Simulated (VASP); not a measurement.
Band structure of PbS (rock salt). Computed with AM05 GGA, VASP's PBE PAW potentials (set 64) (plane waves; VASP).

Unless said otherwise, spin-orbit coupling is left out, though it shifts the bands of the heavy elements here.

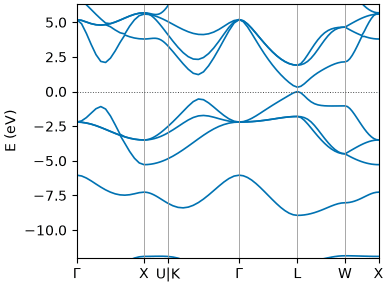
*Bands along high-symmetry lines, zero at the valence-band maximum or, without a gap, the Fermi level*

Q: Read the plot: is there a gap, and where are the band edges?

A: The gap is direct, 0.31 eV, from the valence maximum at L to the conduction minimum at L. (Edges off the drawn lines would not show.)

Measured: gap 0.37 eV (computed value off by -0.06 eV), as given by Wikipedia, List of semiconductor materials.

The compound is PbS in the rock salt structure. It was relaxed first.
